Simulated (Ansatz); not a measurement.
## Nudged elastic band, with input and output: CH$_{6}$BNSi

- system: CH$_{6}$BNSi, SMILES NB1C[SiH2]1
- method: RKS BHLYP/def2-SVP (Ansatz 0.2.0)

It belongs to a series of runs on one base structure; here: band between the two ends. Figures and captions count atoms from 1; the log counts them from 0 in places.

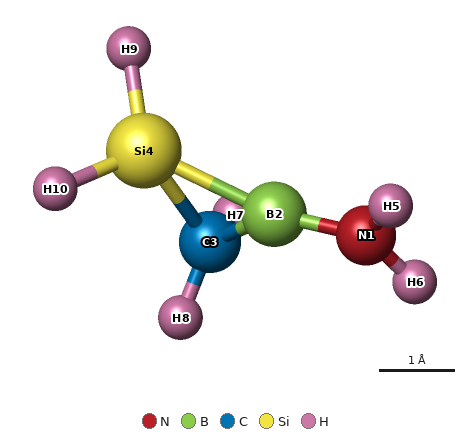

Fig. 1: The input geometry (ball-and-stick view, seen at a tilt; atoms are numbered from 1 in the order of the input).

### Input
```yaml
crystal:
  periodic: [false, false, false]
  atoms:
    - { symbol: "N", position_ang: [-1.542328, 0.46614, -1.030274] }
    - { symbol: B, position_ang: [-0.421048, 0.198729, -0.283493] }
    - { symbol: C, position_ang: [0.394726, -1.035162, 0.223852] }
    - { symbol: Si, position_ang: [1.140534, 0.622877, 0.804342] }
    - { symbol: H, position_ang: [-1.869845, 1.397944, -1.213903] }
    - { symbol: H, position_ang: [-2.107941, -0.257786, -1.442167] }
    - { symbol: H, position_ang: [-0.065273, -1.684888, 0.971822] }
    - { symbol: H, position_ang: [0.957342, -1.613635, -0.512554] }
    - { symbol: H, position_ang: [1.061787, 0.91435, 2.25121] }
    - { symbol: H, position_ang: [2.452047, 0.991442, 0.231177] }
basis:
  gaussian: { orbitals: def2-SVP }
hamiltonian:
  xc: { name: BHLYP }
neb:
  order_check: false
  images: 5
  f_tol: 0.05
  max_iterations: 60
  final_atoms:
    - { symbol: "N", position_ang: [-1.5425466, 0.46610802, -1.03033738] }
    - { symbol: B, position_ang: [-0.42126157, 0.19850078, -0.28374837] }
    - { symbol: C, position_ang: [0.39464997, -1.03510906, 0.22381653] }
    - { symbol: Si, position_ang: [1.14027183, 0.62282619, 0.80422821] }
    - { symbol: H, position_ang: [-2.10807764, -0.25761246, -1.44272158] }
    - { symbol: H, position_ang: [-1.86931454, 1.39839059, -1.21303096] }
    - { symbol: H, position_ang: [-0.06500685, -1.6849627, 0.97189888] }
    - { symbol: H, position_ang: [0.95771455, -1.6134022, -0.51238685] }
    - { symbol: H, position_ang: [1.06172947, 0.91410291, 2.25109232] }
    - { symbol: H, position_ang: [2.45184238, 0.99116891, 0.2312012] }
  initial_path:
    images:
      - { positions_ang: [[-1.542328, 0.46614, -1.030274], [-0.421048, 0.198729, -0.283493], [0.394726, -1.035162, 0.223852], [1.140534, 0.622877, 0.804342], [-1.869845, 1.397944, -1.213903], [-2.107941, -0.257786, -1.442167], [-0.065273, -1.684888, 0.971822], [0.957342, -1.613635, -0.512554], [1.061787, 0.91435, 2.25121], [2.452047, 0.991442, 0.231177]] }
      - { positions_ang: [[-1.546301, 0.46650116, -1.02448951], [-0.42145553, 0.20351921, -0.28014638], [0.41353925, -1.03126251, 0.19692595], [1.11466964, 0.63602979, 0.81929066], [-1.76685813, 1.15952664, -1.47512523], [-2.23312342, -0.01855721, -1.16768783], [-0.02954347, -1.70968292, 0.92287473], [0.99137513, -1.58310118, -0.54237867], [1.04652769, 0.86175444, 2.2706178], [2.43117083, 1.01528356, 0.28013046]] }
      - { positions_ang: [[-1.550274, 0.46686233, -1.01870501], [-0.42186306, 0.20830942, -0.27679977], [0.4323525, -1.02736301, 0.16999991], [1.08880528, 0.64918258, 0.83423932], [-1.66387126, 0.92110928, -1.73634745], [-2.35830584, 0.22067158, -0.89320865], [0.00618607, -1.73447784, 0.87392747], [1.02540827, -1.55256735, -0.57220333], [1.03126838, 0.80915888, 2.2900256], [2.41029467, 1.03912513, 0.32908392]] }
      - { positions_ang: [[-1.554247, 0.46722349, -1.01292052], [-0.42227059, 0.21309963, -0.27345315], [0.45116576, -1.02346352, 0.14307386], [1.06294091, 0.66233537, 0.84918798], [-1.56088439, 0.68269192, -1.99756968], [-2.48348826, 0.45990037, -0.61872948], [0.0419156, -1.75927276, 0.8249802], [1.0594414, -1.52203353, -0.602028], [1.01600907, 0.75656333, 2.3094334], [2.3894185, 1.06296669, 0.37803739]] }
      - { positions_ang: [[-1.55034687, 0.46685167, -1.01872614], [-0.42193425, 0.20823335, -0.27688489], [0.43232716, -1.02734536, 0.16998808], [1.08871789, 0.64916565, 0.83420139], [-1.74328214, 0.36925712, -1.81262031], [-2.27876368, 0.77273044, -0.81682997], [0.00627478, -1.73450274, 0.87395309], [1.02553245, -1.55248975, -0.57214761], [1.0312492, 0.80907652, 2.28998637], [2.41022646, 1.0390341, 0.32909199]] }
      - { positions_ang: [[-1.54644674, 0.46647985, -1.02453176], [-0.42159791, 0.20336707, -0.28031663], [0.41348856, -1.03122721, 0.1969023], [1.11449486, 0.63599592, 0.8192148], [-1.92567989, 0.05582233, -1.62767094], [-2.07403911, 1.08556052, -1.01493047], [-0.02936603, -1.70973272, 0.92292599], [0.9916235, -1.58294598, -0.54226723], [1.04648934, 0.86158972, 2.27053934], [2.43103442, 1.0151015, 0.28014659]] }
      - { positions_ang: [[-1.5425466, 0.46610802, -1.03033738], [-0.42126157, 0.19850078, -0.28374837], [0.39464997, -1.03510906, 0.22381653], [1.14027183, 0.62282619, 0.80422821], [-2.10807764, -0.25761246, -1.44272158], [-1.86931454, 1.39839059, -1.21303096], [-0.06500685, -1.6849627, 0.97189888], [0.95771455, -1.6134022, -0.51238685], [1.06172947, 0.91410291, 2.25109232], [2.45184238, 0.99116891, 0.2312012]] }
```

Run on 1 thread of Arm Neoverse V1, 24 GiB of memory available, shared host.

Run as:
```bash
ansatz run input.yaml --threads 1 --pin off --max-ram 2048MiB --backend cpu --events-out ev --progress --plain --runs-dir out
```

### Log
```
Engine: ansatz 0.2.0, aarch64-unknown-linux-gnu
Functional definition: BHLYP
  parameter a = 0.5
  exchange = (1 - a)*b88_x + a*exact_x
  correlation = lyp_c
987 factors; integrals over basis functions are off by at most 4.0e-4 eV
mean field evaluation 1: about -11165.2787 eV, gradient 5.2e1 eV
mean field evaluation 2: about -11165.3295 eV, gradient 5.0e1 eV
mean field evaluation 4: about -11171.4305 eV, gradient 1.0e0 eV
mean field evaluation 8: about -11171.4852 eV, gradient 4.4e-2 eV
mean field -11171.48524484 eV, -410.5445104431 hartree, gradient 6.8e-5 eV, S^2 0.000000; 0 other end points of the search recorded, 0 dependent functions left out
the calculation of the forces begins
reference -11171.48541971 eV, -410.5445168695 hartree; 19, 19 occupied and 71, 71 virtual orbitals, 987 factors
987 factors; integrals over basis functions are off by at most 6.5e-4 eV
mean field evaluation 16: about -11165.2790 eV, gradient 5.2e1 eV
mean field -11171.48524009 eV, -410.5445102687 hartree, gradient 6.8e-5 eV, S^2 0.000000; 0 other end points of the search recorded, 0 dependent functions left out
[... from here on the field's lines of each further geometry are left out, up to the last ...]
NEB iter   1: max|band force component| = 1.653e1 eV/Å  barrier→ = 4.0687 eV  barrier← = 4.0687 eV  Δτ_max = 0.1775 Å  (188 SCF iters)
NEB iter   2: max|band force component| = 1.503e0 eV/Å  barrier→ = 1.4339 eV  barrier← = 1.4339 eV  Δτ_max = 0.0940 Å  (161 SCF iters)
NEB iter   3: max|band force component| = 8.466e-1 eV/Å  barrier→ = 1.3749 eV  barrier← = 1.3749 eV  Δτ_max = 0.1773 Å  (164 SCF iters)
NEB iter   4: max|band force component| = 5.238e-1 eV/Å  barrier→ = 1.2822 eV  barrier← = 1.2822 eV  Δτ_max = 0.0697 Å  (159 SCF iters)
NEB iter   5: max|band force component| = 3.232e-1 eV/Å  barrier→ = 1.2489 eV  barrier← = 1.2489 eV  CI = image 3  Δτ_max = 0.0459 Å  (161 SCF iters)
NEB iter   6: max|band force component| = 7.884e-2 eV/Å  barrier→ = 1.2419 eV  barrier← = 1.2419 eV  CI = image 3  Δτ_max = 0.0183 Å  (162 SCF iters)
the calculation of the forces begins
reference -11171.34768160 eV, -410.5394550873 hartree; 19, 19 occupied and 71, 71 virtual orbitals, 987 factors
987 factors; integrals over basis functions are off by at most 4.6e-4 eV
mean field -11170.24390407 eV, -410.4988920112 hartree, gradient 1.2e-5 eV, S^2 0.000000; 1 other end points of the search recorded, 0 dependent functions left out
the calculation of the forces begins
reference -11170.24407916 eV, -410.4988984459 hartree; 19, 19 occupied and 71, 71 virtual orbitals, 987 factors
NEB iter   7: max|band force component| = 4.414e-2 eV/Å  barrier→ = 1.2413 eV  barrier← = 1.2413 eV  CI = image 3  Δτ_max = 0.0000 Å  (268 SCF iters)
```

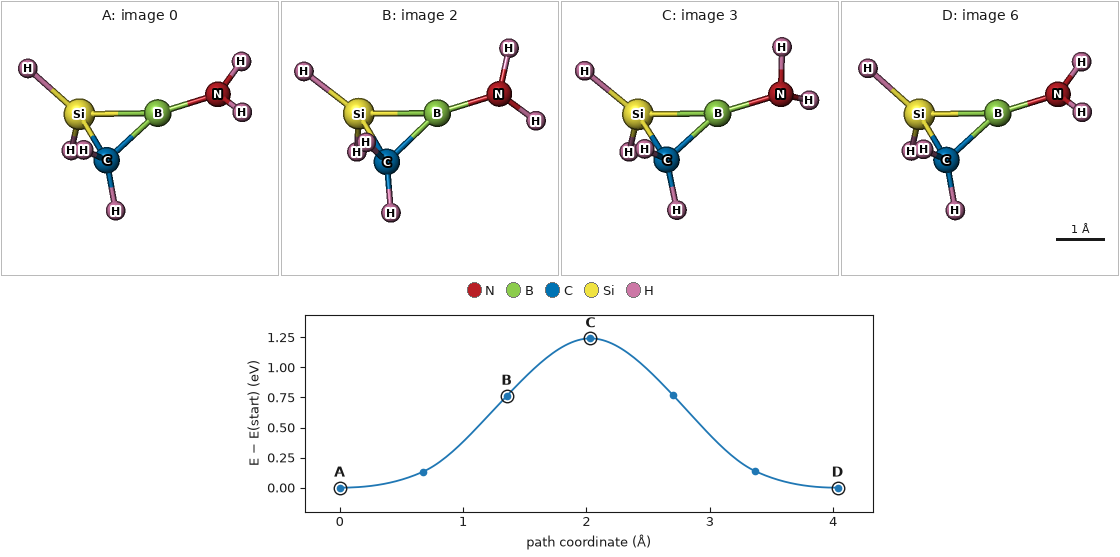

Fig. 2: Images of the last band (counted from 0; ball-and-stick, seen at a tilt) above the energy along the path; the line is a cubic interpolation that uses the forces. The highest image is number 3, 1.241 eV above the start and 1.241 eV above the end (the climbing image); start and end have the same energy. The path is 4.04 Å long. The band converged in 7 iterations.

```
Total energy: -11170.24407916 eV, -410.4988984459 hartree
Atom 0 at    -1.657194     0.214295    -1.112258 Å, force     0.009985    -0.025134     0.020033 eV/Å
Atom 1 at    -0.461858     0.058018    -0.320287 Å, force     0.004143     0.017859    -0.011255 eV/Å
Atom 2 at     0.484937    -1.062064     0.164052 Å, force    -0.009561     0.009082     0.036712 eV/Å
Atom 3 at     1.046951     0.638865     0.835793 Å, force     0.004435    -0.023170    -0.024298 eV/Å
Atom 4 at    -1.482461     0.872115    -1.865237 Å, force    -0.004410     0.011358    -0.019842 eV/Å
Atom 5 at    -2.374102     0.674256    -0.560015 Å, force    -0.015830     0.010300     0.000040 eV/Å
Atom 6 at     0.070519    -1.812584     0.844333 Å, force    -0.003160    -0.006870    -0.007358 eV/Å
Atom 7 at     1.102254    -1.543840    -0.601039 Å, force     0.011876     0.005781    -0.001214 eV/Å
Atom 8 at     0.926948     0.835273     2.296983 Å, force     0.000793    -0.007650     0.006560 eV/Å
Atom 9 at     2.344009     1.125678     0.317686 Å, force     0.001730     0.008444     0.000621 eV/Å
Dipole moment:    -0.183659     0.176205    -0.103821 e Å
this run last wrote the band of iteration 7 to [file]
```

### The last band as extended XYZ (Å, eV, eV/Å)
```
10
Properties=species:S:1:pos:R:3:forces:R:3 image=0 energy=-11171.48524
N    -1.5423    0.4661   -1.0303    0.0023  -0.0013  -0.0005
B    -0.4210    0.1987   -0.2835   -0.0009   0.0018   0.0029
C     0.3947   -1.0352    0.2239   -0.0021   0.0003  -0.0006
Si    1.1405    0.6229    0.8043    0.0013  -0.0007  -0.0015
H    -1.8698    1.3979   -1.2139   -0.0007   0.0003   0.0000
H    -2.1079   -0.2578   -1.4422   -0.0001  -0.0003  -0.0006
H    -0.0653   -1.6849    0.9718    0.0002  -0.0001   0.0002
H     0.9573   -1.6136   -0.5126    0.0005  -0.0001   0.0003
H     1.0618    0.9143    2.2512    0.0001  -0.0006  -0.0003
H     2.4520    0.9914    0.2312   -0.0006   0.0006   0.0001
10
Properties=species:S:1:pos:R:3:forces:R:3 image=1 energy=-11171.35161
N    -1.5477    0.4541   -1.0238    0.0517   0.0707   0.1058
B    -0.3878    0.1418   -0.3515    0.0038   0.0484   0.0038
C     0.3977   -1.0608    0.2566   -0.0371   0.0003  -0.0027
Si    1.1541    0.6140    0.7486    0.0509   0.0120  -0.0350
H    -1.6885    1.3592   -1.4315   -0.1352   0.1903   0.2002
H    -2.3590   -0.1350   -1.0670    0.0602  -0.3133  -0.2890
H     0.0391   -1.8453    0.9226   -0.0551   0.0302   0.0341
H     0.9932   -1.4850   -0.5645   -0.0189  -0.0160   0.0484
H     0.8608    1.0056    2.1472    0.0111   0.0731  -0.0549
H     2.5380    0.9515    0.3633    0.0687  -0.0956  -0.0107
10
Properties=species:S:1:pos:R:3:forces:R:3 image=2 energy=-11170.72143
N    -1.5580    0.3455   -1.1187    0.1620   0.2323   0.0138
B    -0.4037    0.0899   -0.3635    0.0826   0.0557  -0.0882
C     0.4200   -1.0709    0.2555   -0.1198  -0.0270   0.1679
Si    1.1210    0.6230    0.7628    0.1607  -0.0246  -0.1462
H    -1.5378    1.1602   -1.7039   -0.1154   0.4829   0.2929
H    -2.4713    0.2333   -0.7131   -0.1468  -0.7388  -0.2800
H     0.0815   -1.8717    0.9087    0.0035  -0.0926   0.1276
H     1.0144   -1.4802   -0.5807   -0.1693   0.0997   0.0552
H     0.8648    0.9204    2.1972   -0.0891   0.1590  -0.1836
H     2.4691    1.0506    0.3557    0.2316  -0.1467   0.0406
10
Properties=species:S:1:pos:R:3:forces:R:3 image=3 energy=-11170.24390
N    -1.6572    0.2143   -1.1123    0.0100  -0.0251   0.0200
B    -0.4619    0.0580   -0.3203    0.0041   0.0179  -0.0113
C     0.4849   -1.0621    0.1641   -0.0096   0.0091   0.0367
Si    1.0470    0.6389    0.8358    0.0044  -0.0232  -0.0243
H    -1.4825    0.8721   -1.8652   -0.0044   0.0114  -0.0198
H    -2.3741    0.6743   -0.5600   -0.0158   0.0103   0.0000
H     0.0705   -1.8126    0.8443   -0.0032  -0.0069  -0.0074
H     1.1023   -1.5438   -0.6010    0.0119   0.0058  -0.0012
H     0.9269    0.8353    2.2970    0.0008  -0.0076   0.0066
H     2.3440    1.1257    0.3177    0.0017   0.0084   0.0006
10
Properties=species:S:1:pos:R:3:forces:R:3 image=4 energy=-11170.71414
N    -1.6392    0.3313   -0.9999    0.0246   0.2346   0.1718
B    -0.4838    0.0793   -0.2453   -0.0517   0.0475   0.1127
C     0.5111   -1.0554    0.1249    0.1124   0.0093  -0.1576
Si    1.0377    0.6088    0.8842   -0.0741  -0.0650   0.1798
H    -1.5947    0.3877   -2.0031   -0.2250  -0.7663  -0.1515
H    -2.2597    1.0359   -0.6449    0.1887   0.5200  -0.1303
H    -0.0079   -1.6868    0.8665   -0.0309   0.1273  -0.1619
H     1.1081   -1.6684   -0.5459    0.1351  -0.0808  -0.0509
H     1.0651    0.8350    2.3379    0.1422  -0.1815   0.1907
H     2.2633    1.1328    0.2256   -0.2213   0.1549  -0.0027
10
Properties=species:S:1:pos:R:3:forces:R:3 image=5 energy=-11171.34751
N    -1.5494    0.4544   -1.0227    0.0944   0.1009  -0.0011
B    -0.4708    0.1351   -0.2295    0.0010   0.0351   0.0184
C     0.4651   -1.0527    0.1589   -0.0243   0.0071  -0.0048
Si    1.0657    0.6038    0.8782    0.0085   0.0035   0.0280
H    -1.8463   -0.0712   -1.8246   -0.2168  -0.3536   0.1384
H    -2.0481    1.3167   -0.9045    0.1366   0.2079  -0.1791
H    -0.0543   -1.6226    0.9420    0.0185  -0.0103  -0.0512
H     1.0283   -1.7163   -0.4968    0.0134   0.0363  -0.0535
H     1.1616    0.8142    2.3354    0.0276  -0.1227   0.0656
H     2.2481    1.1387    0.1637   -0.0588   0.0957   0.0394
10
Properties=species:S:1:pos:R:3:forces:R:3 image=6 energy=-11171.48524
N    -1.5425    0.4661   -1.0303    0.0048   0.0018   0.0006
B    -0.4213    0.1985   -0.2837    0.0017   0.0009   0.0064
C     0.3947   -1.0351    0.2238   -0.0008  -0.0039  -0.0013
Si    1.1403    0.6228    0.8042    0.0012   0.0012  -0.0012
H    -2.1081   -0.2576   -1.4427   -0.0016   0.0026  -0.0006
H    -1.8693    1.3984   -1.2130   -0.0042  -0.0033  -0.0032
H    -0.0650   -1.6850    0.9719   -0.0007   0.0002  -0.0008
H     0.9577   -1.6134   -0.5124   -0.0001  -0.0006   0.0000
H     1.0617    0.9141    2.2511   -0.0005   0.0000   0.0007
H     2.4518    0.9912    0.2312    0.0003   0.0011  -0.0006
```

### Summary

- outcome: converged
- barrier, forward: 1.241 eV
- barrier, backward: 1.241 eV
- wall time: 2.4 min
- peak memory: 0.17 GiB

The order of the saddle point was not checked.
